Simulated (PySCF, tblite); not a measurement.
# C4H2F5 radical: geometry, infrared bands and EPR parameters

What infrared bands and EPR parameters should C4H2F5 radical (`F[C]1C[C@@]1(F)C(F)(F)F`) show?

The runs use tblite 0.8.0 and PySCF 2.14.0, with density-fitted response routines of our own; the level of theory stands in each step. All values are computed, except where a source is named. Atoms are numbered from 0 throughout.

**1. The molecule as given**

11 atoms, charge 0, multiplicity 2; geometry from: force field or distance geometry start.

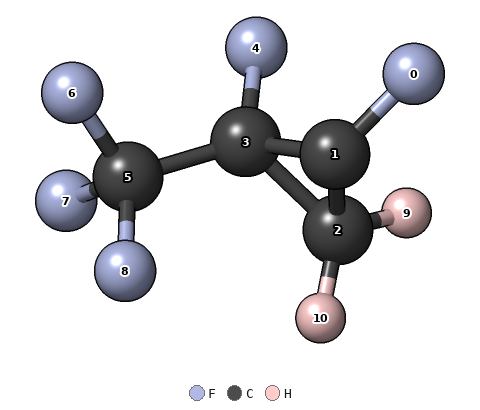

As it starts; fluorine light blue, carbon dark grey, hydrogen pink, atoms numbered; sticks join atoms by distance.

**2. Optimising the geometry with GFN2-xTB**

What the job is given:

```
{"job": {"kind": "relax", "xc": "GFN2-xTB", "basis": "xTB"}, "charge": 0, "multiplicity": 2}
F     -2.207400     1.144500    -0.218500
C     -1.159000     0.391400    -0.558500
C     -0.939700    -0.906000     0.081500
C     -0.017800     0.263100     0.333600
F     -0.166800     0.847100     1.604900
C      1.350300     0.277300    -0.243600
F      1.792800     1.549400    -0.431100
F      2.242500    -0.339100     0.584400
F      1.419400    -0.356800    -1.439800
H     -1.668200    -1.169800     0.847900
H     -0.640600    -1.698400    -0.586700
```

Launch:

```sh
$ OMP_NUM_THREADS=1 python probes_run.py task.json out
```

One launch serves the whole session: the jobs run in the order shown.

Log:

```text
step      E/eV     max force
  0    -901.13996    1.577
  1    -901.24193    0.695
  2    -901.27614    0.511
  3    -901.31254    0.435
  4    -901.32953    0.272
  5    -901.33563    0.204
  6    -901.34148    0.219
  7    -901.34524    0.221
  8    -901.34814    0.152
  9    -901.35010    0.109
 10    -901.35170    0.111
 11    -901.35300    0.108
 12    -901.35392    0.074
 13    -901.35438    0.055
 14    -901.35459    0.043
 15    -901.35472    0.036
 16    -901.35487    0.037
 17    -901.35504    0.046
 18    -901.35518    0.033
 19    -901.35527    0.025
 20    -901.35533    0.017
 21    -901.35537    0.021
 22    -901.35541    0.016
 23    -901.35543    0.013
 24    -901.35545    0.012
 25    -901.35547    0.016
 26    -901.35549    0.014
 27    -901.35550    0.010
```

Wall time 0.11 s (1 thread of Arm Neoverse V2, shared host).

Relaxation path:

```tsv
step	energy from step 0 (eV)	largest force (eV/Å)
0	0.0000	1.5767
1	-0.1020	0.6948
2	-0.1362	0.5107
3	-0.1726	0.4346
4	-0.1896	0.2716
5	-0.1957	0.2037
6	-0.2015	0.2195
7	-0.2053	0.2215
8	-0.2082	0.1521
9	-0.2101	0.1085
10	-0.2117	0.1111
11	-0.2130	0.1084
12	-0.2140	0.0744
13	-0.2144	0.0550
14	-0.2146	0.0432
15	-0.2148	0.0360
16	-0.2149	0.0367
17	-0.2151	0.0458
18	-0.2152	0.0333
19	-0.2153	0.0247
20	-0.2154	0.0171
21	-0.2154	0.0213
22	-0.2155	0.0156
23	-0.2155	0.0134
24	-0.2155	0.0117
25	-0.2155	0.0163
26	-0.2155	0.0141
27	-0.2155	0.0102
```

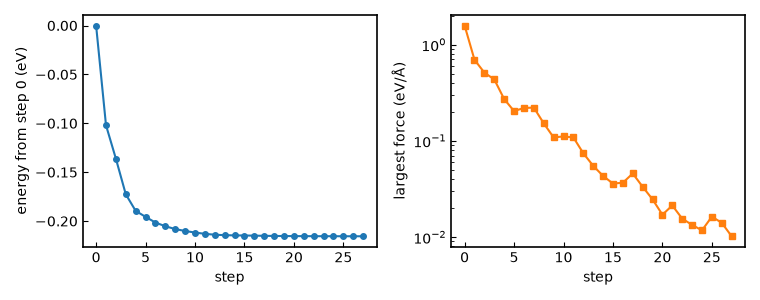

Energy and largest force along the relaxation.

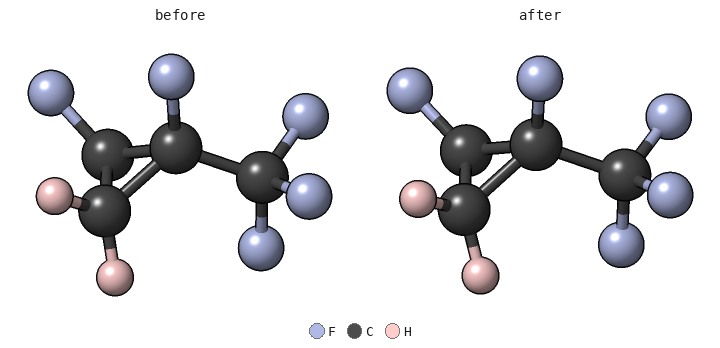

The geometry before (left) and after (right).

Distances of close pairs at the start and the end, largest changes first:

```tsv
bond	before (Å)	after (Å)	change (Å)
C3–F4	1.407	1.364	-0.043
C3–C5	1.485	1.520	+0.035
C5–F7	1.364	1.335	-0.029
C5–F6	1.360	1.334	-0.026
C2–C3	1.510	1.533	+0.023
C5–F8	1.356	1.339	-0.016
C1–C3	1.454	1.470	+0.016
F0–C1	1.335	1.327	-0.008
```

The end geometry stands in the next job.

**3. Vibrational analysis with GFN2-xTB**

What the job is given:

```
{"job": {"kind": "ir", "xc": "GFN2-xTB", "basis": "xTB"}, "charge": 0, "multiplicity": 2}
F     -2.270206     1.202818    -0.319384
C     -1.218905     0.421926    -0.531952
C     -0.981704    -0.900233     0.058900
C     -0.049585     0.282558     0.347443
F     -0.053619     0.809111     1.605322
C      1.357797     0.286068    -0.226638
F      1.817433     1.521442    -0.428708
F      2.227705    -0.336147     0.572932
F      1.390408    -0.345694    -1.406966
H     -1.631297    -1.242785     0.857583
H     -0.582602    -1.696394    -0.554496
```

Log:

```text
mode    cm-1     km/mol
  1      31.8      0.90
  2     112.8      2.56
  3     170.6      5.88
  4     201.1      4.26
  5     281.6      0.72
  6     306.6      1.42
  7     370.5      6.84
  8     389.8      2.06
  9     446.5     19.35
 10     518.7      4.00
 11     526.9     26.10
 12     605.8     34.14
 13     715.1     12.24
 14     819.5     23.86
 15     866.5     20.28
 16     920.6      1.46
 17    1014.0     89.75
 18    1040.1     96.97
 19    1084.1    260.80
 20    1087.2    283.15
 21    1098.7    115.42
 22    1193.9    123.44
 23    1218.0     74.34
 24    1362.0     15.30
 25    1482.2    140.35
 26    3027.3      0.29
 27    3066.4      1.81
```

Run time: 0.22 s. Hardware: 1 thread of Arm Neoverse V2, shared host.

Which atoms move in the most intense modes:

```tsv
cm⁻¹	km/mol	atoms
1014	89.8	H9 28 %, C3 22 %, C5 15 %
1040	97.0	H10 43 %, C2 19 %, H9 13 %
1084	260.8	C5 63 %, F7 13 %
1087	283.1	C5 74 %, F8 15 %
1099	115.4	C2 29 %, C1 25 %, C5 17 %
1194	123.4	C3 53 %, C1 19 %
1218	74.3	C5 46 %, C3 36 %
1482	140.3	C1 52 %, C3 22 %, C2 16 %
```

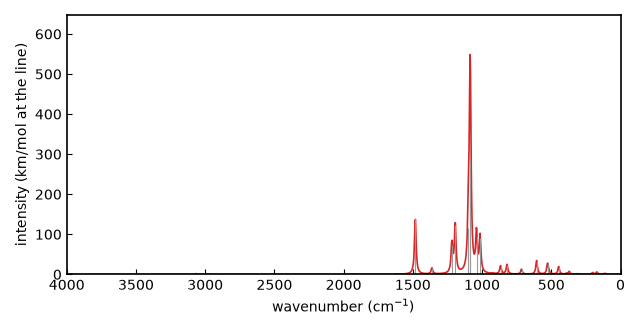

The infrared spectrum from these modes, unscaled. Lines are broadened to a width of 14 cm⁻¹ (Lorentzian).

**4. EPR parameters: B3LYP/pcH-1**

Same as in step 3 but for these lines:

```diff
@@ -1,2 +1,2 @@
-{"job": {"kind": "ir", "xc": "GFN2-xTB", "basis": "xTB"}, "charge": 0, "multiplicity": 2}
+{"job": {"kind": "epr", "basis": "pcH-1"}, "charge": 0, "multiplicity": 2}
 F     -2.270206     1.202818    -0.319384
```

Level: UKS B3LYP, pcH-1 on C F H, non-relativistic, mean-field spin-orbit, GIAO.

Log:

```text
UKS, coarse grid
  cycle   1  E = -652.54854351  |g| = 7.93e-01
  cycle   2  E = -652.19480725  |g| = 1.37e+00
  cycle   3  E = -652.74708267  |g| = 8.05e-02
  cycle   4  E = -652.74835717  |g| = 6.24e-02
  cycle   5  E = -652.74968135  |g| = 1.18e-02
  cycle   6  E = -652.74973295  |g| = 3.94e-03
  cycle   7  E = -652.74974240  |g| = 1.79e-03
  cycle   8  E = -652.74974437  |g| = 6.65e-04
UKS, final grid
  cycle   1  E = -652.74982244  |g| = 8.93e-04
  cycle   2  E = -652.74982218  |g| = 1.30e-03
  cycle   3  E = -652.74982273  |g| = 1.03e-04
  cycle   4  E = -652.74982273  |g| = 3.45e-05
  cycle   5  E = -652.74982273  |g| = 2.04e-05
E = -652.74982273 Eh   <S^2> = 0.7528 (exact 0.7500)
g shifts (ppm)      1          2          3
  rmc          -215       -215       -215
  gc             38         21          3
  oz_so         -10       2729       3309
  total        -187       2535       3097
hyperfine (MHz)  atom isotope    a_iso     a_fc   dipolar eigenvalues
    0   19F     193.50     193.50   -250.66   -222.01    472.67
    1   13C     422.75     422.75    -70.96    -66.58    137.54
    2   13C      -5.77      -5.77     -8.93     -4.13     13.05
    3   13C       8.77       8.77     -8.84     -3.30     12.14
    4   19F      24.59      24.59    -63.65    -44.29    107.95
    5   13C      19.47      19.47     -2.64     -1.63      4.26
    6   19F      13.97      13.97    -12.40    -10.46     22.86
    7   19F      -4.92      -4.92     -3.60     -0.10      3.71
    8   19F       7.42       7.42     -5.41     -5.00     10.41
    9    1H      43.97      43.97     -6.35     -1.82      8.17
   10    1H      78.43      78.43     -7.60     -4.70     12.29
```

Run time: 58 s. Hardware: 1 thread of Arm Neoverse V2, shared host; peak memory 0.98 GiB.

Principal g values 2.00213, 2.00485, 2.00542; g(iso) = 2.00413, against 2.00232 for a free electron.

Hyperfine couplings; where a row names several nuclei, a(iso) is their mean (it holds for fast rotation or exchange) and the dipolar term the largest among them:

```tsv
nuclei	isotope	a(iso) (MHz)	a(iso) (G, at g = 2.0023)	largest dipolar term (MHz)
C1	13C	422.8	150.8	137.5
F0	19F	193.5	69.0	472.7
H10	1H	78.4	28.0	12.3
H9	1H	44.0	15.7	8.2
F4	19F	24.6	8.8	107.9
C5	13C	19.5	6.9	4.3
C3	13C	8.8	3.1	12.1
C2	13C	-5.8	-2.1	13.1
F6, F7, F8	19F	5.5	2.0	22.9
```

Mulliken spin populations:

```tsv
atom	value (e)
F0	0.07
C1	0.81
C2	0.02
C3	0.01
F4	0.02
C5	0.01
F6	0.00
F7	0.00
F8	0.00
H9	0.02
H10	0.03
```

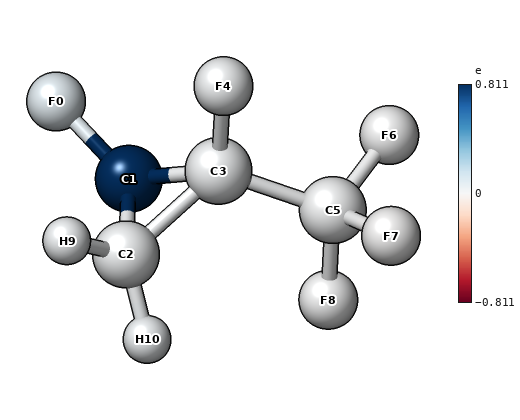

Mulliken spin populations, as colours on the atoms.

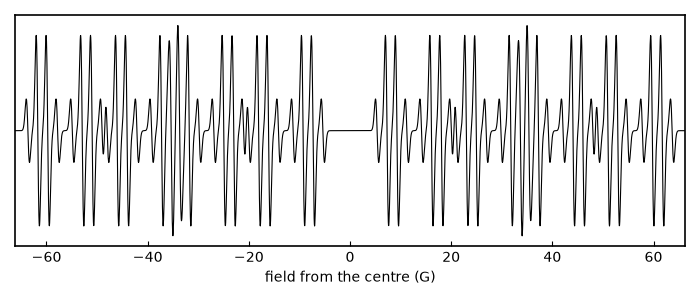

First-order isotropic spectrum (first derivative, main isotopes with spin only, couplings over 0.8 MHz, Gaussian width 0.3 G; couplings of the frozen geometry, rotation of groups not averaged beyond the rows shown).

Orbitals, density, ELF and potential are computed afterwards from the orbital file.

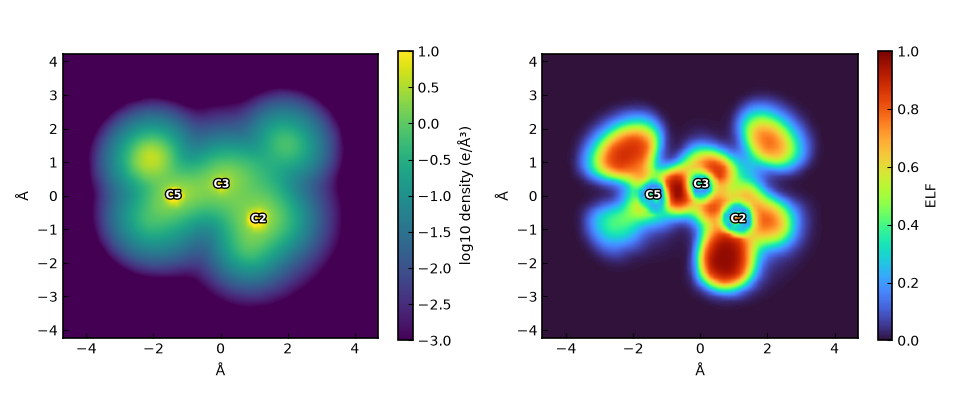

Density (left) and ELF (right) in a plane through or near 3 of the atoms.

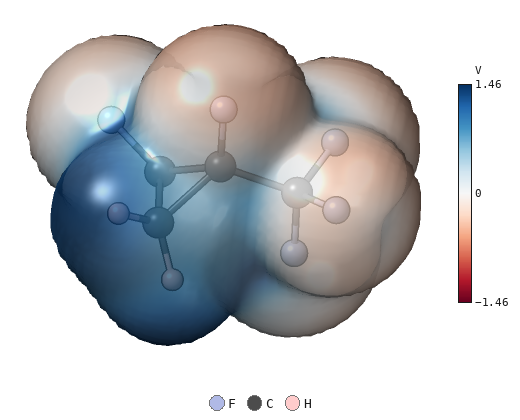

Electrostatic potential on the surface of density 0.002 e/bohr³; red is low, blue high. It runs from -0.49 V near F4 to 1.46 V near H9.

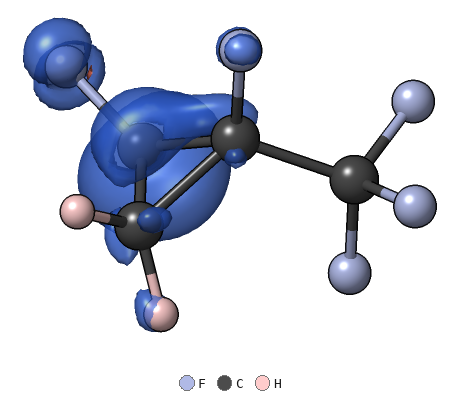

Spin density at ±0.05 e/Å³ (alpha excess blue, beta excess red).

**5. Summary of results**

```
                                 quantity                  value
strongest single infrared mode (GFN2-xTB)  1087 cm⁻¹, 283 km/mol
             zero-point energy (GFN2-xTB)          34.2 kcal/mol
                           g(iso) (B3LYP)                2.00413
                                     ⟨S²⟩     0.753 (exact 0.75)
       largest a(iso) (averaged by class)   13C on C1, 422.8 MHz
    surface potential, least and greatest     -0.49 V and 1.46 V
```

Over 27 steps the energy fell by 0.216 eV; of the close pairs, C3–F4 changed most, 1.407 to 1.364 Å. No mode is imaginary among the 27: a minimum at this level. Unscaled tight-binding wavenumbers are off by several per cent, some by more. Its intensities can rank the bands wrongly. Most of the unpaired spin sits on C1 (0.81 e). The isotropic g lies 1.8 ppt above the free-electron value.
